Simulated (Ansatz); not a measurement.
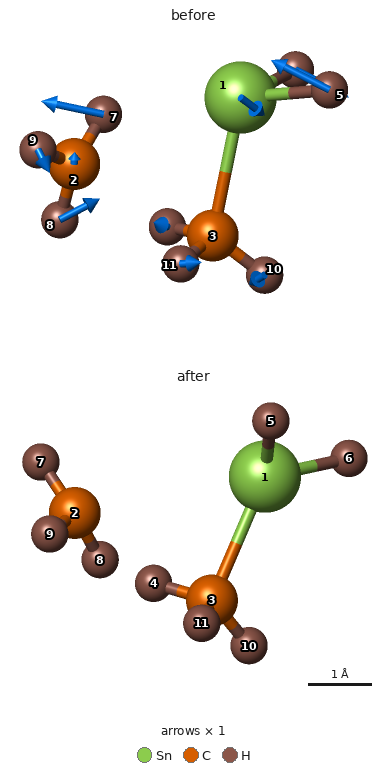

The structure of C2H8Sn before (top) and after (bottom) a constrained relaxation, at one scale. The blue arrows give the displacements, at their true length.

Style: ball-and-stick. Shown at a tilt.

The reaction that was planned forms C2–H4 and breaks Sn1–C2, C3–H4 (atoms numbered from 1 in input order).

All numbers below come from RKS PBE0-D4/def2-SVP (Ansatz). Settings: held fixed: the distance between atoms 2 (C) and 4 (H), the distance between atoms 1 (Sn) and 2 (C), the distance between atoms 3 (C) and 4 (H), counting from 1; force threshold 0.04 eV/Å; at most 150 steps.

**What changed between the two?**

H5 moves most after the best rigid fit: 1.06 Å. Largest moves by element: H 1.06 Å, Sn 0.63 Å, C 0.20 Å. Near-neighbour distances that change, for instance: Sn1–C3 2.289 → 2.169 Å, Sn1–H5 1.806 → 1.716 Å, Sn1–H6 1.801 → 1.716 Å, C2–H7 1.071 → 1.093 Å. Among the angles between lasting bonds that change: C3–Sn1–H6 102.7° → 118.8°, H5–Sn1–H6 95.8° → 111.7°, C3–Sn1–H5 107.8° → 118.7°. After 13 geometry steps the energy has fallen by 20.7 kcal/mol. Largest force component: 1.4 eV/Å at the start, 0.0075 eV/Å at the end. Cost: 2.2 min on 4 threads of Intel Xeon @ 2.50GHz (shared host).
